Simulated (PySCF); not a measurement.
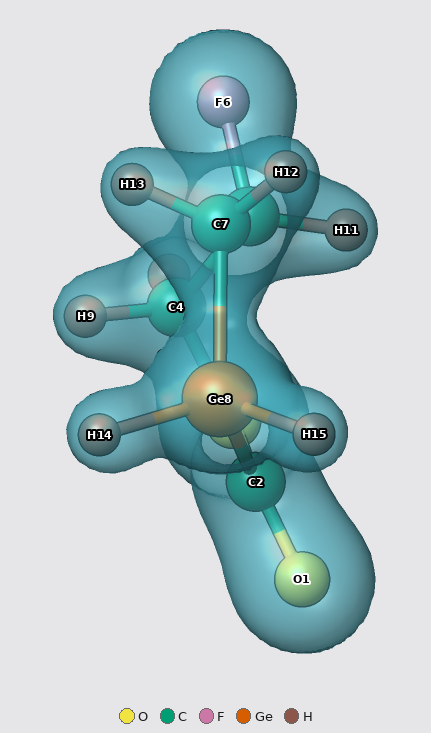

Figure 1: C₄H₇FGeO₂. Isosurface of the total electron density at 0.6 e/Å³ (cyan), seen at an oblique angle.

Geometry: GFN2-xTB.

Level of theory: PySCF, B3LYP/def2-SVPD, SCF density, gas phase.

| atom | x (Å) | y (Å) | z (Å) |
| --- | --- | --- | --- |
| O | 1.1800 | 2.6030 | 1.0766 |
| C | 0.6691 | 1.6898 | 0.4922 |
| O | -0.6245 | 1.7486 | 0.1503 |
| C | -1.1888 | 0.6653 | -0.5592 |
| C | -1.1047 | -0.6555 | 0.2182 |
| F | -2.1587 | -1.4556 | -0.1801 |
| C | 0.2072 | -1.3792 | -0.0322 |
| Ge | 1.6569 | -0.0146 | 0.1048 |
| H | -0.7097 | 0.5541 | -1.5418 |
| H | -2.2384 | 0.9317 | -0.7075 |
| H | -1.2661 | -0.4550 | 1.2855 |
| H | 0.3236 | -2.2065 | 0.6675 |
| H | 0.1754 | -1.8043 | -1.0366 |
| H | 2.4452 | 0.0527 | -1.1751 |
| H | 2.6291 | -0.2667 | 1.2154 |

Q: How is the density connected at this value?

A: At this value the surface is in one piece. It bridges the sampled C–O (1.20 Å), C–F (1.38 Å), C–C (1.52 Å) and C–Ge (2.00 Å) contacts, where the density stays above the isovalue. On the grid the lowest density along these lines, outside the cores, is 2.9 e/Å³ (C–O, 1.20 Å), 1.6 e/Å³ (C–F, 1.38 Å), 1.7 e/Å³ (C–C, 1.52 Å) and 0.81 e/Å³ (C–Ge, 2.00 Å).
